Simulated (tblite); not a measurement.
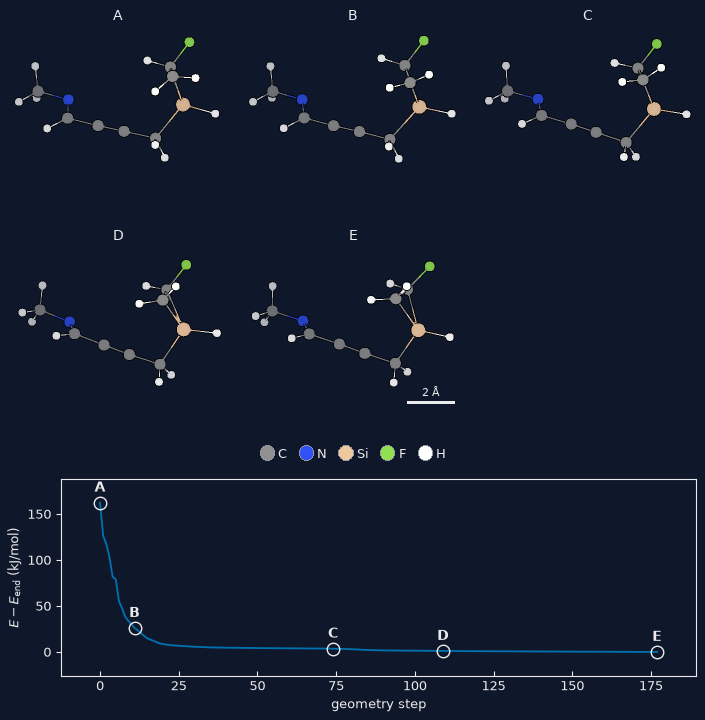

Frames of a relaxation of C₇H₁₀FNSi, marked on the history of the run. A ball-and-stick model, seen at a tilt.

These are results of tblite, GFN2-xTB geometry optimisation, gas phase, not measurements. 

### What happens along the run?

The atom that moves furthest after the best rigid fit is an H atom (1.15 Å). Largest moves by element: H 1.15 Å, Si 0.78 Å, C 0.57 Å, F 0.31 Å, N 0.06 Å. Near-neighbour distances that change, for instance: C–Si 2.280 → 1.886 Å, C–Si 1.768 → 1.896 Å, C–C 1.468 → 1.536 Å, C–N 1.468 → 1.424 Å. Bond angles that change, for instance: Si–C–H 98.0° → 121.6°, Si–C–C 89.1° → 65.7°, Si–C–H 97.7° → 119.6°. The energy falls by 162.3 kJ/mol in 177 geometry steps. The run took 2.8 s on 1 thread of Arm Neoverse N1 (shared host). From step 0 to 11: a C atom moves most (0.33 Å), energy −136.4 kJ/mol. From step 11 to 74: an H atom moves most (0.48 Å), energy −22.5 kJ/mol. From step 74 to 109: an H atom moves most (0.71 Å), energy −2.49 kJ/mol. From step 109 to 177: H atoms move most (0.45 Å), energy −1.01 kJ/mol.
